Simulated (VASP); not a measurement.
Data:

```
Cs
1.0
    5.35380     0.00000     0.00000
   -2.67690     4.63653     0.00000
    0.00000     0.00000     8.75187
Cs
2
Direct
  0.33333   0.66667   0.25000
  0.66667   0.33333   0.75000
```

Calculation: PBEsol GGA, VASP's PBE PAW potentials (set 64) (plane waves; VASP 6.6.1). Settings: 400 eV cut-off, 9×9×5 Γ-centred mesh, tetrahedra with Blöchl corrections, potentials Cs_sv.

Unless said otherwise, spin-orbit coupling is left out, though it shifts the bands of the heavy elements here.

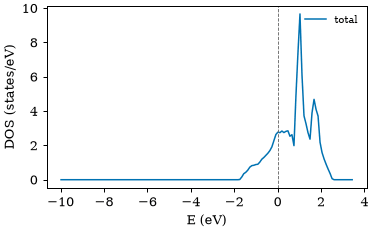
Figure. Total and projected density of states, zero at the Fermi level

Within 2 eV below the Fermi level the largest weight inside VASP's projection spheres is Cs s, then Cs p.

It has no gap at this level: it comes out as a metal or semimetal.

The structure was generated: Cs was put into the hcp type (P6_3/mmc), which need not be its known phase. It was relaxed first.
